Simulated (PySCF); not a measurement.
# NMR shielding calculation, with input and output: C2H4N2Si

The run: NMR shielding calculation of C2H4N2Si. Method and program: GIAO PBE0/cc-pVTZ NMR shielding, non-relativistic, gas phase (PySCF 2.14.0).

The geometry comes from this level: PBE0-D3(BJ)/def2-SVP. Figures and captions count atoms from 1; the log counts them from 0 in places.

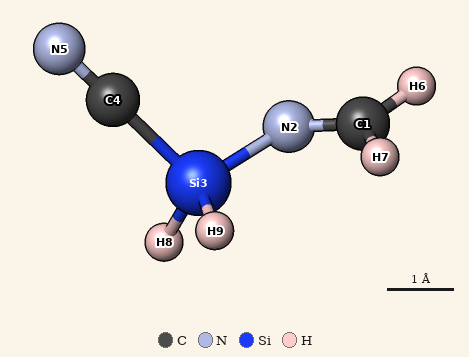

**Figure 1.** The structure as given in the input (ball-and-stick view, seen on its broad side; atoms are numbered from 1 in the order of the input).

### Summary

| quantity | value |
| --- | --- |
| outcome | converged |
| total energy | −477.317672 hartree |
| HOMO | −7.80 eV |
| LUMO | −1.61 eV |
| dipole moment | 4.51 D |
| isotropic shielding, C | 6.9 to 65.3 ppm |
| isotropic shielding, N | −129.7 to −96.6 ppm |
| isotropic shielding, Si | 408.5 ppm |
| isotropic shielding, H | 22.4 to 26.4 ppm |
| hardware | 1 CPU thread, shared host |
| wall time | 14 s |
| peak memory | 0.93 GiB |

### The input
```
{"job": {"kind": "nmr", "xc": "PBE0", "basis": "cc-pVTZ", "pop": true}, "charge": 0, "multiplicity": 1}
C     -1.847408    -0.214502    -0.408963
N     -0.663304     0.035196    -0.769654
Si     0.531843     0.855106     0.202311
C      1.917333    -0.354446     0.475425
N      2.783055    -1.101695     0.666276
H     -2.537540    -0.740453    -1.093892
H     -2.278843     0.058146     0.578471
H      1.087020     2.002752    -0.556961
H      0.049645     1.276171     1.553948
```

The first line tells a small driver script what to run in PySCF; the rest is the geometry in Å.

Command:
```bash
OMP_NUM_THREADS=1 python <driver script> task.json out
```

### The program's output
```
coarse grid: 8400 points
cycle   1  E = -477.2604246424  dE =  3.929e-01  |g| = 4.756e-01  |ddm| = 5.875e+00
cycle   2  E = -477.1099560590  dE =  1.505e-01  |g| = 9.518e-01  |ddm| = 1.560e+00
cycle   3  E = -477.3120665069  dE = -2.021e-01  |g| = 1.205e-01  |ddm| = 1.057e+00
cycle   4  E = -477.3138293897  dE = -1.763e-03  |g| = 7.889e-02  |ddm| = 2.103e-01
cycle   5  E = -477.3150392849  dE = -1.210e-03  |g| = 2.335e-02  |ddm| = 9.748e-02
cycle   6  E = -477.3151638986  dE = -1.246e-04  |g| = 2.392e-03  |ddm| = 3.217e-02
cycle   7  E = -477.3151652299  dE = -1.331e-06  |g| = 9.811e-04  |ddm| = 5.220e-03
final grid: 77816 points
cycle   8  E = -477.3176639852  dE = -2.588e-05  |g| = 5.971e-03  |ddm| = 5.545e-02
cycle   9  E = -477.3176588195  dE =  5.166e-06  |g| = 7.633e-03  |ddm| = 2.079e-02
cycle  10  E = -477.3176711308  dE = -1.231e-05  |g| = 2.079e-03  |ddm| = 1.140e-02
cycle  11  E = -477.3176720415  dE = -9.107e-07  |g| = 3.908e-04  |ddm| = 2.442e-03
cycle  12  E = -477.3176720641  dE = -2.259e-08  |g| = 2.239e-04  |ddm| = 6.365e-04
cycle  13  E = -477.3176720744  dE = -1.029e-08  |g| = 4.396e-05  |ddm| = 2.713e-04
cycle  14  E = -477.3176720749  dE = -4.831e-10  |g| = 9.493e-06  |ddm| = 7.723e-05
```

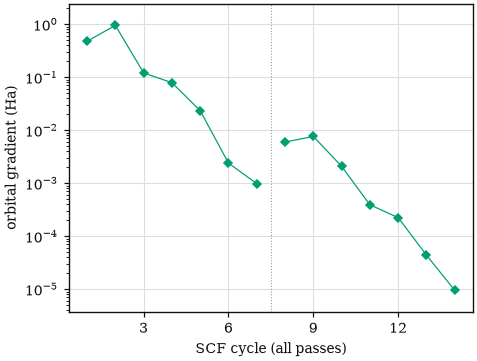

**Figure 2.** Convergence of the self-consistent field: orbital gradient against the SCF cycle. The dotted line marks the change from a coarse to the final integration grid. The first 7 cycles use a coarse grid, the final grid takes over at cycle 8, and the field converges after 14 cycles in all.

```
converged SCF energy = -477.3176720749

GIAO shielding tensors (ppm)
atom      isotropic    diamagn.    paramagn.     s11        s22        s33       span
  0 C        6.884     251.980    -245.096    -89.366    -16.835    126.852    216.218
  1 N     -129.719     320.562    -450.281   -513.666   -158.536    283.044    796.710
  2 Si     408.502     887.286    -478.783    340.814    424.245    460.448    119.634
  3 C       65.297     264.719    -199.422    -46.718    -44.086    286.694    333.411
  4 N      -96.570     333.228    -429.798   -294.530   -287.676    292.496    587.026
  5 H       22.506      28.668      -6.162     21.702     22.194     23.622      1.920
  6 H       22.449      30.025      -7.576     20.290     22.109     24.947      4.657
  7 H       26.109      28.209      -2.101     23.962     24.494     29.869      5.907
  8 H       26.362      29.209      -2.847     23.800     24.971     30.314      6.514
```

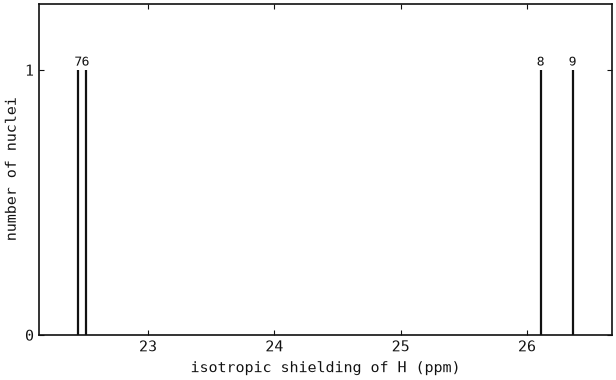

**Figure 3.** Isotropic shieldings of the hydrogen nuclei in this fixed geometry, labelled by atom number; shielding grows to the right, so chemical shift grows to the left. The least shielded is H7 (22.4 ppm), the most shielded H9 (26.4 ppm).

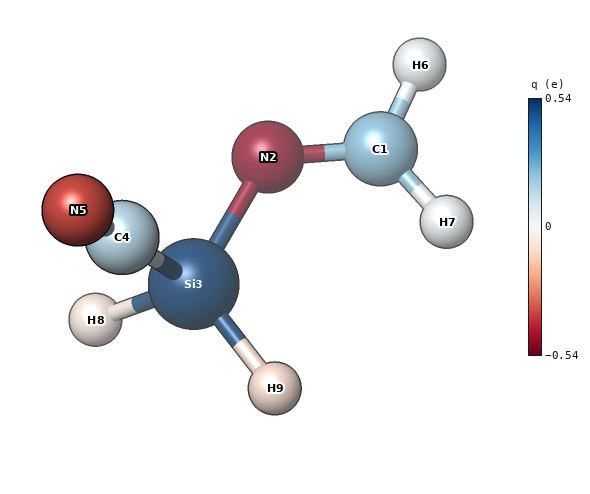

**Figure 4.** ESP-fitted charges, as the colour of each atom (ball-and-stick view, seen at a tilt; atoms are numbered from 1 in the order of the input). By element: C +0.15 to +0.25, N −0.48 to −0.35, Si +0.52 and H −0.10 to +0.05 e.
